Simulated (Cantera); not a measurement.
Feed: 1 mol Fe(CO)5, 1.3 mol H2, 53 mol N2, at 3750 Torr.

Equilibrium computed with Cantera from the NASA thermochemical tables; the gas is ideal and each condensed phase is pure. Candidate condensed phases: C, C6H6, C7H8, C8H18, Fe, Fe(CO)5, FeO, Fe(OH)2, Fe(OH)3, Fe2O3, Fe3O4, H2O; 140 gas species. Condensed phases not in the tables: cementite and carbon dissolved in iron. Kinetics and transport are ignored.

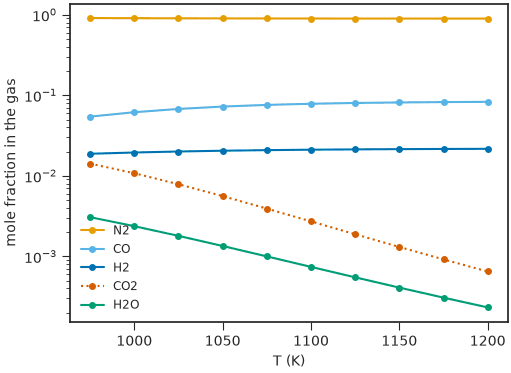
*Equilibrium gas composition (values under 1e-9 drawn at 1e-9)*

Read off the mole fractions at 1200 K.

N2 about 0.89, CO about 0.083, H2 about 0.022, CO2 about 0.00065, H2O about 0.00023.
